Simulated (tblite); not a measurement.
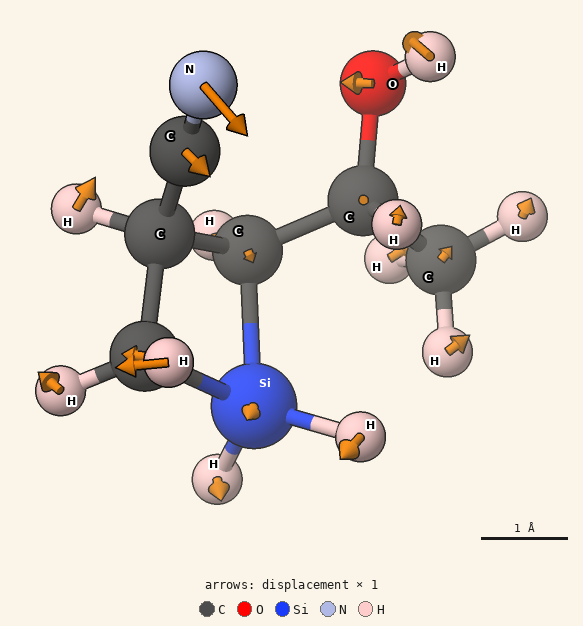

This is a relaxation of C$_{6}$H$_{11}$NOSi. The starting structure is drawn; orange arrows show the displacements, at their true length. The two geometries are superimposed by the best rigid fit.

The picture is a ball-and-stick view, seen from a free direction.

Method: tblite, GFN2-xTB geometry optimisation, gas phase. 

> What did the optimiser do to the structure, and how much energy did it gain?

The largest moves after the best rigid fit, 0.85 Å, are those of N and H atoms. By element the largest moves are N 0.85 Å, H 0.84 Å, C 0.47 Å, O 0.44 Å, Si 0.29 Å. Some distances before and after: C–C 1.486 → 1.556 Å, C–Si 1.854 → 1.916 Å, H–O 1.011 → 0.962 Å, C–H 1.136 → 1.093 Å. Among the angles between lasting bonds that change: C–C–Si 109.1° → 120.7°, O–C–C 116.8° → 106.8°, H–C–H 115.5° → 107.5°. Groups turn about C–O by about 35°, C–C by about 20°. After 123 geometry steps the energy has fallen by 88.1 kJ/mol.
